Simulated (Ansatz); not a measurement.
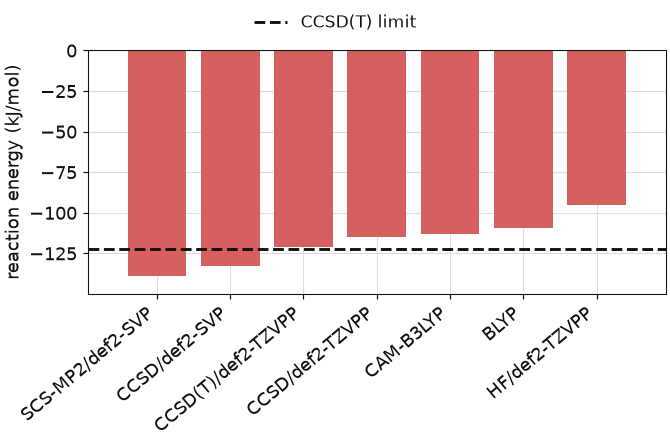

Electronic reaction energy of BSi₂NH₈ (B[SiH2]N[SiH3]) + AlHSF₂ ([F][Al]([F])[SH]) → AlBH₂SF₂ (B[S][Al]([F])[F]) + Si₂NH₇ ([SiH3]N[SiH3]) (SMILES in brackets) at several levels (functionals in def2-TZVPP unless a basis is named), isolated molecules at PBE0-D4 triple-zeta geometries, minima by their frequencies, no zero-point or thermal terms, the Ansatz code 0.2.0. The line is frozen-core CCSD(T) at the basis limit (MP2 extrapolated from triple and quadruple zeta, plus CCSD(T) less MP2 in a smaller set). The distance of SCS-MP2/def2-SVP, CCSD/def2-SVP, CCSD(T)/def2-TZVPP and CCSD/def2-TZVPP to the limit includes basis error.

Question: What do zero-point energy and temperature add?

Answer: Zero-point change 6.0 kJ/mol; at 298.15 K and 1 bar the CCSD(T) limit plus thermal terms gives an enthalpy of reaction of −118.6 and a free energy of −115.0 kJ/mol (harmonic PBE0-D4 modes, ideal gas).

Question: What range do the values span, the line included?

Answer: From −138.9 kJ/mol (SCS-MP2/def2-SVP) to −95.5 kJ/mol (HF/def2-TZVPP).

Caveats: one conformer of each flexible molecule.
